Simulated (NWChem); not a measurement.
Energy and gradient calculation, with input and output: C2H3Al (part 2 of 3)

Continued. System: C2H3Al, SMILES C#[C][AlH2]. Method: B3LYP/6-31G*, RKS (NWChem 7.3.0). The geometry comes from this level: PBE0-D4/def2-TZVP.

Geometry of the input (Å):
```
C  -0.7928  -1.6376  -0.2981
C  -0.2661  -0.5642  -0.1062
Al 0.5648  1.1242  0.1950
H  -1.2570  -2.5831  -0.4674
H  1.3567  1.8047  -0.9905
H  0.4366  1.7920  1.6210
```

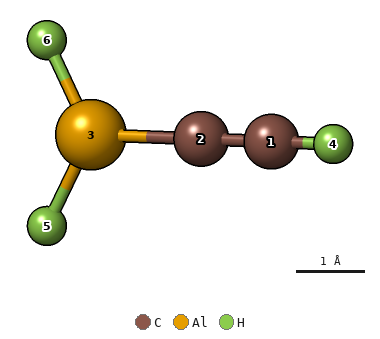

Figure 1. The structure as given in the input (ball-and-stick view, seen at a tilt; atoms are numbered from 1 in the order of the input). Sticks mark near contacts.

## Output, continued
```
 Vector    5  Occ=2.000000D+00  E=-2.700329D+00
              MO Center=  5.6D-01,  1.1D+00,  1.9D-01, r^2= 1.3D-01
   Bfn.  Coefficient  Atom+Function         Bfn.  Coefficient  Atom+Function
  ----- ------------  ---------------      ----- ------------  ---------------
    31      0.829992  3 Al px                32     -0.460344  3 Al py
    33      0.290189  3 Al pz                35      0.025813  3 Al px

 Vector    6  Occ=2.000000D+00  E=-2.692356D+00
              MO Center=  5.6D-01,  1.1D+00,  1.9D-01, r^2= 1.3D-01
   Bfn.  Coefficient  Atom+Function         Bfn.  Coefficient  Atom+Function
  ----- ------------  ---------------      ----- ------------  ---------------
    32      0.878555  3 Al py                31      0.432481  3 Al px
    33      0.156730  3 Al pz                36      0.034567  3 Al py

 Vector    7  Occ=2.000000D+00  E=-2.691703D+00
              MO Center=  5.6D-01,  1.1D+00,  2.0D-01, r^2= 1.3D-01
   Bfn.  Coefficient  Atom+Function         Bfn.  Coefficient  Atom+Function
  ----- ------------  ---------------      ----- ------------  ---------------
    33      0.935704  3 Al pz                31     -0.329712  3 Al px
    37      0.031672  3 Al pz

 Vector    8  Occ=2.000000D+00  E=-7.380596D-01
              MO Center= -5.7D-01, -1.2D+00, -2.2D-01, r^2= 8.3D-01
   Bfn.  Coefficient  Atom+Function         Bfn.  Coefficient  Atom+Function
  ----- ------------  ---------------      ----- ------------  ---------------
     2      0.336943  1 C  s                 16      0.292081  2 C  s
     6      0.278725  1 C  s                 20      0.211940  2 C  s
     1     -0.181668  1 C  s                 15     -0.162486  2 C  s
    18     -0.153273  2 C  py                 4      0.123915  1 C  py
    47      0.084762  4 H  s                 17     -0.075189  2 C  px

 Vector    9  Occ=2.000000D+00  E=-5.452722D-01
              MO Center= -8.8D-01, -1.8D+00, -3.3D-01, r^2= 1.6D+00
   Bfn.  Coefficient  Atom+Function         Bfn.  Coefficient  Atom+Function
  ----- ------------  ---------------      ----- ------------  ---------------
     4      0.320182  1 C  py                47     -0.285728  4 H  s
    20      0.222209  2 C  s                  6     -0.211139  1 C  s
    16      0.207761  2 C  s                  2     -0.193720  1 C  s
    48     -0.187586  4 H  s                  3      0.157182  1 C  px
    34      0.116474  3 Al s                 15     -0.111002  2 C  s

 Vector   10  Occ=2.000000D+00  E=-4.465006D-01
              MO Center=  1.7D-01,  3.2D-01,  5.1D-02, r^2= 2.9D+00
   Bfn.  Coefficient  Atom+Function         Bfn.  Coefficient  Atom+Function
  ----- ------------  ---------------      ----- ------------  ---------------
    34      0.502054  3 Al s                 18      0.293532  2 C  py
    20      0.229622  2 C  s                 30     -0.212028  3 Al s
     4     -0.205268  1 C  py                 6     -0.195462  1 C  s
    17      0.144237  2 C  px                49      0.109128  5 H  s
    51      0.109111  6 H  s                 47      0.105057  4 H  s

 Vector   11  Occ=2.000000D+00  E=-3.469902D-01
              MO Center=  5.1D-01,  1.0D+00,  1.7D-01, r^2= 3.0D+00
   Bfn.  Coefficient  Atom+Function         Bfn.  Coefficient  Atom+Function
  ----- ------------  ---------------      ----- ------------  ---------------
    36     -0.331167  3 Al py                20      0.324140  2 C  s
    18      0.268557  2 C  py                 6     -0.240326  1 C  s
    50     -0.182738  5 H  s                 52     -0.182704  6 H  s
    49     -0.173456  5 H  s                 51     -0.173388  6 H  s
    35     -0.163060  3 Al px                16      0.131599  2 C  s

 Vector   12  Occ=2.000000D+00  E=-3.159097D-01
              MO Center=  5.7D-01,  1.1D+00,  2.0D-01, r^2= 3.6D+00
   Bfn.  Coefficient  Atom+Function         Bfn.  Coefficient  Atom+Function
  ----- ------------  ---------------      ----- ------------  ---------------
    37      0.331283  3 Al pz                50     -0.219955  5 H  s
    52      0.220032  6 H  s                 49     -0.215561  5 H  s
    51      0.215619  6 H  s                 19      0.170107  2 C  pz
     5      0.142451  1 C  pz                33     -0.142820  3 Al pz
    35     -0.116704  3 Al px                41      0.098197  3 Al pz

 Vector   13  Occ=2.000000D+00  E=-2.871922D-01
              MO Center= -4.9D-01, -1.0D+00, -1.9D-01, r^2= 1.5D+00
   Bfn.  Coefficient  Atom+Function         Bfn.  Coefficient  Atom+Function
  ----- ------------  ---------------      ----- ------------  ---------------
     3      0.336991  1 C  px                17      0.337263  2 C  px
     7      0.207632  1 C  px                21      0.202048  2 C  px
     4     -0.186425  1 C  py                18     -0.186717  2 C  py
     5      0.117824  1 C  pz                19      0.117919  2 C  pz
     8     -0.115320  1 C  py                22     -0.112356  2 C  py

 Vector   14  Occ=2.000000D+00  E=-2.763811D-01
              MO Center= -2.8D-01, -6.0D-01, -1.1D-01, r^2= 3.1D+00
   Bfn.  Coefficient  Atom+Function         Bfn.  Coefficient  Atom+Function
  ----- ------------  ---------------      ----- ------------  ---------------
     5      0.369447  1 C  pz                19      0.341328  2 C  pz
     9      0.235992  1 C  pz                23      0.200089  2 C  pz
    50      0.178171  5 H  s                 52     -0.178168  6 H  s
     3     -0.130376  1 C  px                17     -0.120340  2 C  px
    49      0.112175  5 H  s                 51     -0.112165  6 H  s

 Vector   15  Occ=0.000000D+00  E=-7.079791D-02
              MO Center=  3.6D-01,  7.1D-01,  1.2D-01, r^2= 4.6D+00
   Bfn.  Coefficient  Atom+Function         Bfn.  Coefficient  Atom+Function
  ----- ------------  ---------------      ----- ------------  ---------------
    39      0.432337  3 Al px                35      0.422831  3 Al px
    40     -0.239759  3 Al py                36     -0.234569  3 Al py
     7     -0.214494  1 C  px                 3     -0.200454  1 C  px
    31     -0.150951  3 Al px                41      0.151158  3 Al pz
    37      0.147834  3 Al pz                 8      0.118850  1 C  py

 Vector   16  Occ=0.000000D+00  E= 2.083705D-02
              MO Center= -2.9D-01, -6.1D-01, -1.1D-01, r^2= 3.4D+00
   Bfn.  Coefficient  Atom+Function         Bfn.  Coefficient  Atom+Function
  ----- ------------  ---------------      ----- ------------  ---------------
     9      0.538787  1 C  pz                23     -0.441941  2 C  pz
    41     -0.389476  3 Al pz                50     -0.374956  5 H  s
    52      0.374486  6 H  s                  5      0.371764  1 C  pz
    19     -0.284119  2 C  pz                37     -0.231869  3 Al pz
     7     -0.190440  1 C  px                21      0.155521  2 C  px

 Vector   17  Occ=0.000000D+00  E= 4.684913D-02
              MO Center=  3.0D-01,  5.9D-01,  1.0D-01, r^2= 5.7D+00
   Bfn.  Coefficient  Atom+Function         Bfn.  Coefficient  Atom+Function
  ----- ------------  ---------------      ----- ------------  ---------------
    38      1.101555  3 Al s                 40     -0.831261  3 Al py
    20     -0.734996  2 C  s                 39     -0.409479  3 Al px
    22     -0.384890  2 C  py                48     -0.334695  4 H  s
    50     -0.268715  5 H  s                 52     -0.269147  6 H  s
     8     -0.214722  1 C  py                34      0.199679  3 Al s

 Vector   18  Occ=0.000000D+00  E= 6.083736D-02
              MO Center= -3.1D-01, -3.4D-01, -1.2D-01, r^2= 4.6D+00
   Bfn.  Coefficient  Atom+Function         Bfn.  Coefficient  Atom+Function
  ----- ------------  ---------------      ----- ------------  ---------------
    21      0.584852  2 C  px                 7     -0.519384  1 C  px
    40      0.384022  3 Al py                39     -0.373763  3 Al px
    17      0.330488  2 C  px                22     -0.330811  2 C  py
     8      0.279373  1 C  py                 3     -0.276736  1 C  px
    23      0.204463  2 C  pz                18     -0.187678  2 C  py

 Vector   19  Occ=0.000000D+00  E= 6.091159D-02
              MO Center=  1.1D+00,  2.0D+00,  4.0D-01, r^2= 4.3D+00
   Bfn.  Coefficient  Atom+Function         Bfn.  Coefficient  Atom+Function
  ----- ------------  ---------------      ----- ------------  ---------------
    38      1.073760  3 Al s                 50     -0.833131  5 H  s
    52     -0.833331  6 H  s                 40      0.774726  3 Al py
    39      0.476761  3 Al px                20      0.179063  2 C  s
    34      0.174329  3 Al s                 41      0.171876  3 Al pz
    36      0.151003  3 Al py                49     -0.149172  5 H  s

 Vector   20  Occ=0.000000D+00  E= 1.161800D-01
              MO Center=  5.2D-01,  1.0D+00,  1.7D-01, r^2= 6.7D+00
   Bfn.  Coefficient  Atom+Function         Bfn.  Coefficient  Atom+Function
  ----- ------------  ---------------      ----- ------------  ---------------
    38     -1.597783  3 Al s                 34      1.539851  3 Al s
     6      0.915288  1 C  s                 48     -0.517812  4 H  s
    22      0.418231  2 C  py                36      0.328054  3 Al py
    21      0.205555  2 C  px                20     -0.183289  2 C  s
    35      0.161620  3 Al px                 2      0.129609  1 C  s

 Vector   21  Occ=0.000000D+00  E= 1.200309D-01
              MO Center=  3.6D-01,  7.1D-01,  1.3D-01, r^2= 8.5D+00
   Bfn.  Coefficient  Atom+Function         Bfn.  Coefficient  Atom+Function
  ----- ------------  ---------------      ----- ------------  ---------------
    41      1.514548  3 Al pz                39     -0.533330  3 Al px
    50      0.534237  5 H  s                 52     -0.532658  6 H  s
    23     -0.445301  2 C  pz                37     -0.370943  3 Al pz
     9      0.258711  1 C  pz                19     -0.224678  2 C  pz
    21      0.154933  2 C  px                35      0.129392  3 Al px

 Vector   22  Occ=0.000000D+00  E= 1.255303D-01
              MO Center= -1.1D+00, -2.3D+00, -4.2D-01, r^2= 4.7D+00
   Bfn.  Coefficient  Atom+Function         Bfn.  Coefficient  Atom+Function
  ----- ------------  ---------------      ----- ------------  ---------------
    48      2.369227  4 H  s                  8      1.693443  1 C  py
    20     -1.593185  2 C  s                 22      0.865832  2 C  py
     7      0.831368  1 C  px                21      0.424788  2 C  px
    36      0.340974  3 Al py                 9      0.303498  1 C  pz
     4      0.258337  1 C  py                34      0.255300  3 Al s

 Vector   23  Occ=0.000000D+00  E= 1.993219D-01
              MO Center=  5.3D-01,  1.1D+00,  1.8D-01, r^2= 5.8D+00
   Bfn.  Coefficient  Atom+Function         Bfn.  Coefficient  Atom+Function
  ----- ------------  ---------------      ----- ------------  ---------------
    35      1.082849  3 Al px                39     -0.966058  3 Al px
    36     -0.599511  3 Al py                40      0.535134  3 Al py
    37      0.378599  3 Al pz                41     -0.337765  3 Al pz
    31     -0.225473  3 Al px                32      0.124779  3 Al py
     7      0.117920  1 C  px                 3      0.115341  1 C  px

 Vector   24  Occ=0.000000D+00  E= 2.488665D-01
              MO Center=  4.4D-01,  8.7D-01,  1.5D-01, r^2= 3.9D+00
   Bfn.  Coefficient  Atom+Function         Bfn.  Coefficient  Atom+Function
  ----- ------------  ---------------      ----- ------------  ---------------
    37      1.353615  3 Al pz                50      0.835102  5 H  s
    52     -0.824908  6 H  s                 35     -0.495232  3 Al px
    23     -0.343595  2 C  pz                19     -0.339623  2 C  pz
     9      0.315587  1 C  pz                33     -0.256459  3 Al pz
    21      0.122159  2 C  px                17      0.116934  2 C  px

 Vector   25  Occ=0.000000D+00  E= 2.511117D-01
              MO Center=  4.4D-01,  8.8D-01,  1.5D-01, r^2= 4.0D+00
   Bfn.  Coefficient  Atom+Function         Bfn.  Coefficient  Atom+Function
  ----- ------------  ---------------      ----- ------------  ---------------
    36      1.208514  3 Al py                40     -0.705769  3 Al py
    20      0.626537  2 C  s                 35      0.580678  3 Al px
    39     -0.347006  3 Al px                34     -0.333711  3 Al s
    38      0.257448  3 Al s                 37      0.252498  3 Al pz
    32     -0.242647  3 Al py                 2     -0.218290  1 C  s

 Vector   26  Occ=0.000000D+00  E= 4.561785D-01
              MO Center=  5.6D-01,  1.1D+00,  1.9D-01, r^2= 1.5D+00
   Bfn.  Coefficient  Atom+Function         Bfn.  Coefficient  Atom+Function
  ----- ------------  ---------------      ----- ------------  ---------------
    45      0.690768  3 Al d  1              44     -0.477085  3 Al d  0
    43      0.438287  3 Al d -1              46      0.279725  3 Al d  2
    42     -0.150092  3 Al d -2

 Vector   27  Occ=0.000000D+00  E= 4.584539D-01
              MO Center= -9.0D-01, -1.8D+00, -3.4D-01, r^2= 2.8D+00
   Bfn.  Coefficient  Atom+Function         Bfn.  Coefficient  Atom+Function
  ----- ------------  ---------------      ----- ------------  ---------------
    20     -5.414039  2 C  s                  6      4.970859  1 C  s
     8      3.799853  1 C  py                22      2.854892  2 C  py
    48      2.280173  4 H  s                  7      1.863131  1 C  px
    21      1.400414  2 C  px                 9      0.678899  1 C  pz
    47     -0.573548  4 H  s                 34     -0.550948  3 Al s

 Vector   28  Occ=0.000000D+00  E= 4.903361D-01
              MO Center=  1.9D-01,  3.5D-01,  5.7D-02, r^2= 2.8D+00
   Bfn.  Coefficient  Atom+Function         Bfn.  Coefficient  Atom+Function
  ----- ------------  ---------------      ----- ------------  ---------------
    46      0.606387  3 Al d  2              17      0.510684  2 C  px
    42      0.420777  3 Al d -2               7     -0.313024  1 C  px
    18     -0.284488  2 C  py                45     -0.202946  3 Al d  1
    21     -0.193576  2 C  px                19      0.178543  2 C  pz
     3      0.169418  1 C  px                 8      0.162495  1 C  py

 Vector   29  Occ=0.000000D+00  E= 5.597216D-01
              MO Center= -3.4D-01, -7.1D-01, -1.3D-01, r^2= 4.4D+00
   Bfn.  Coefficient  Atom+Function         Bfn.  Coefficient  Atom+Function
  ----- ------------  ---------------      ----- ------------  ---------------
     5      0.805109  1 C  pz                 9     -0.755940  1 C  pz
    50     -0.496991  5 H  s                 52      0.495554  6 H  s
    43     -0.473661  3 Al d -1               3     -0.283983  1 C  px
     7      0.266318  1 C  px                45      0.203971  3 Al d  1
    23     -0.193733  2 C  pz                42      0.168870  3 Al d -2

 Vector   30  Occ=0.000000D+00  E= 5.750483D-01
              MO Center=  6.9D-01,  1.4D+00,  2.4D-01, r^2= 3.0D+00
   Bfn.  Coefficient  Atom+Function         Bfn.  Coefficient  Atom+Function
  ----- ------------  ---------------      ----- ------------  ---------------
    50      1.055300  5 H  s                 52      1.056765  6 H  s
    38     -0.909253  3 Al s                 44     -0.764752  3 Al d  0
    45     -0.599007  3 Al d  1              40     -0.387761  3 Al py
    42     -0.378138  3 Al d -2              36     -0.203629  3 Al py
    39     -0.190789  3 Al px                34     -0.179156  3 Al s

 Vector   31  Occ=0.000000D+00  E= 5.776691D-01
              MO Center= -5.5D-01, -1.1D+00, -2.1D-01, r^2= 3.4D+00
   Bfn.  Coefficient  Atom+Function         Bfn.  Coefficient  Atom+Function
  ----- ------------  ---------------      ----- ------------  ---------------
     7     -0.808958  1 C  px                 3      0.801584  1 C  px
     8      0.448088  1 C  py                 4     -0.444191  1 C  py
    46     -0.343539  3 Al d  2               9     -0.282841  1 C  pz
     5      0.280263  1 C  pz                42     -0.240054  3 Al d -2
    39      0.178619  3 Al px                21     -0.123870  2 C  px
```
